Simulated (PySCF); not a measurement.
SMILES [SiH2](c1ccccc1)[SiH2]C#C (C8H10Si2) at its GFN2-xTB optimised geometry (Å):

```
20

C     -6.0376    -1.1496     2.6292
C     -4.9801    -0.5927     2.4951
Si    -3.3465     0.2430     2.2553
Si    -2.6522    -0.0047     0.0576
C     -0.7653    -0.0073     0.0000
C     -0.0522     1.1875     0.0064
C      1.3304     1.1979     0.0064
C      2.0306     0.0029     0.0036
C      1.3389    -1.1966     0.0000
C     -0.0441    -1.1966     0.0000
H     -6.9654    -1.6317     2.7511
H     -2.4374    -0.3643     3.2403
H     -3.5544     1.6433     2.6573
H     -3.1101    -1.2546    -0.5653
H     -3.1110     1.0933    -0.8077
H     -0.5919     2.1251     0.0060
H      1.8645     2.1376     0.0084
H      3.1110     0.0068     0.0033
H      1.8797    -2.1326    -0.0032
H     -0.5772    -2.1376    -0.0048
```

Level of theory: PySCF 2.14.0 with CAM-B3LYP/def2-SVP. Cells within 0.4 Å of a nucleus heavier than hydrogen are left out (blank, or x).

Map of the log10 of the electron density (e/bohr³), floored at −4 on the plane z = 0.0 Å:

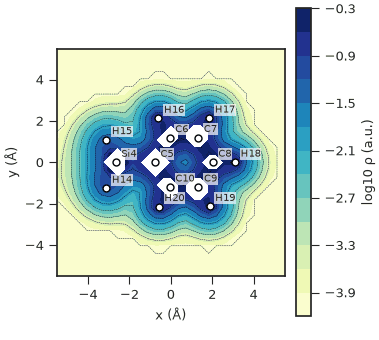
Fig. 1. Log10 of the electron density (e/bohr³), floored at −4 on the plane z = 0.0 Å.
